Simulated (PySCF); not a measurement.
```xyz
10

O    -2.5593   -0.1700    0.6808
Si   -1.1514   -0.6480    0.0580
S     0.3985   -0.9943    1.5067
C     1.6057    0.0299    0.7614
C     1.3790    0.7695   -0.3189
S    -0.1589    0.8263   -1.1513
H    -2.6804    0.5999    1.2344
H    -1.5122   -1.8358   -0.6798
H     2.5558    0.0223    1.2670
H     2.1320    1.4049   -0.7519
```

Geometry: GFN2-xTB.

Method: wB97X-D/def2-SVPD, SCF density, gas phase (PySCF).

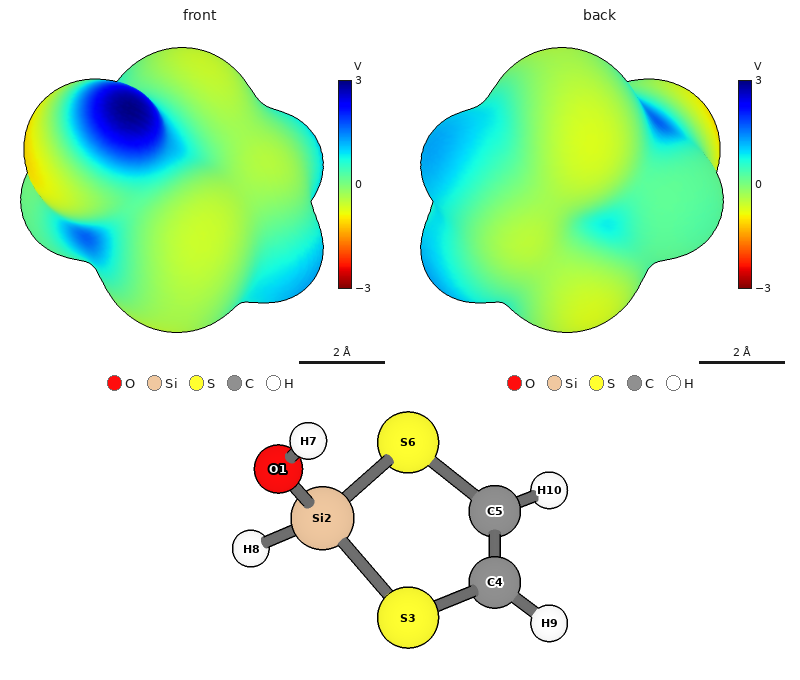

C2H4OS2Si (SMILES O[SiH]1SC=CS1). The molecular electrostatic potential painted on the density surface at 0.002 e/bohr³, seen from the front and from behind; the colour scale runs from red (negative) to blue (positive). The bare structure is drawn below in the same view.

Question: Where is the surface potential most negative and most positive?

Answer: The most negative region (about −1.0 V) lies over O1, the most positive (about +2.9 V) over H7. O1 is the likeliest acceptor of a hydrogen bond.
